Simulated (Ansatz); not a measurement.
## [AlH3]− (SMILES [AlH3-]): the energy, rung by rung

The species is [AlH3]− (4 atoms), meant as a doublet with charge -1. SMILES: `[AlH3-]`. Geometry: a GFN2-xTB relaxation, a rough one for these elements and not checked as a minimum.

```xyz
4

Al   -0.1611    0.4553   -0.3073
H     0.4719    0.7541    1.2244
H    -1.3501   -0.6839    0.0505
H     1.0393   -0.5256   -0.9677
```

Each level gives the energy change with the Al1–H2 bond stretched from 1.684 to 4.210 Å (eV). The values are calculated.

| level | kind | program | value (eV) | less FCI/3-21G | CPU time (all runs) |
| --- | --- | --- | --- | --- | --- |
| USVWN5/3-21G | LDA | Ansatz | 2.75 | +0.14 | 1.7 s |
| U-r2SCAN0/3-21G | hybrid meta-GGA | Ansatz | 2.78 | +0.17 | 11 s |
| UBHLYP/3-21G | global hybrid | Ansatz | 2.73 | +0.12 | 2.5 s |
| U-wB97X/3-21G | range-separated hybrid | Ansatz | 2.95 | +0.34 | 15 s |
| UB2PLYP/3-21G | double hybrid | Ansatz | 2.70 | +0.09 | 3.3 s |
| UCCSD(T)/3-21G | coupled cluster or CI | Ansatz | 2.62 | +0.01 | 0.44 s |
| UCCSD/3-21G | coupled cluster or CI | Ansatz | 2.61 | 0.00 | 0.42 s |
| FCI/3-21G | exact in the basis | Ansatz | 2.61 | 0.00 | 4.6 s |

FCI/3-21G is exact within its basis and frozen core, so for wave-function methods in that basis the difference is their error; functionals converge differently with the basis, so for them it is only a difference. Sets without diffuse functions describe the anion poorly. The first shape isn't each level's own minimum. The values span 2.61 to 2.95 eV. Spin contamination of the reference (⟨S²⟩ at least 0.1 too high) touches U-r2SCAN0/3-21G, UBHLYP/3-21G, UB2PLYP/3-21G, UCCSD(T)/3-21G, UCCSD/3-21G. All rows use very small basis sets, so even the best lies far from the true value. Times are those of the runs behind each value, whatever else they computed, on shared processors of several kinds: orders of magnitude only.

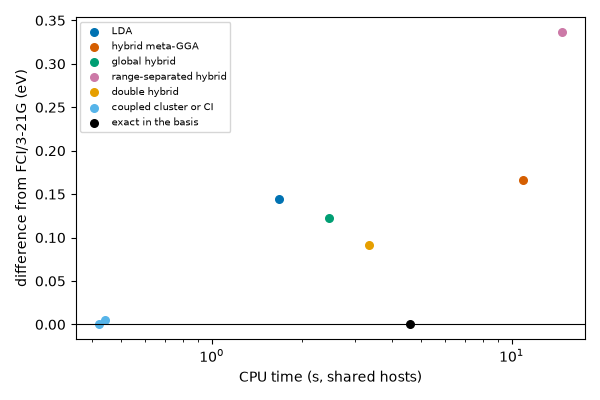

Difference from FCI/3-21G against processor time, one point a level.
